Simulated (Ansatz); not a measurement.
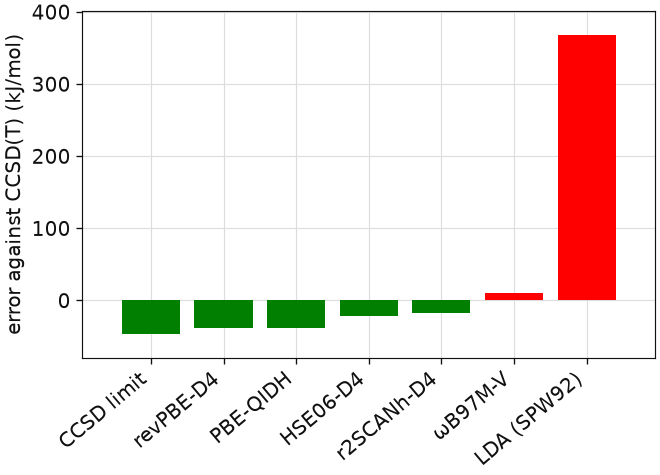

Error in the electronic atomisation energy (method less reference, so positive means overbinding) of CH₅Al₂N, SMILES [AlH2][N]1[CH2][AlH]1, singlet: functionals in def2-TZVPP against frozen-core CCSD(T) at the limit (MP2 extrapolated from triple and quadruple zeta, plus CCSD(T) less MP2 in a smaller set), which gives 2786.4 kJ/mol, at a PBE0-D4/def2-TZVP geometry (a minimum by its frequencies), no zero-point or spin-orbit term, the Ansatz code 0.2.0. The reference leaves out core correlation, a term that grows with the number of heavy atoms. PBE-QIDH holds a correlation term that converges slowly with the basis, so part of the distance to the limit is basis error. No dispersion term is added to PBE-QIDH. Limit means the basis limit.

Question: Which of these levels overbind, and which underbind?

Answer: Overbind: LDA (SPW92). Underbind: CCSD limit, revPBE-D4, PBE-QIDH and HSE06-D4. Within 20 kJ/mol of zero, too close to call in view of what the reference leaves out: r2SCANh-D4 and ωB97M-V.

Question: Give the values.

Answer:
| level | kJ/mol |
| --- | --- |
| CCSD limit | −46.2 |
| revPBE-D4 | −38.4 |
| PBE-QIDH | −37.6 |
| HSE06-D4 | −21.5 |
| r2SCANh-D4 | −17.3 |
| ωB97M-V | 9.8 |
| LDA (SPW92) | 368.6 |
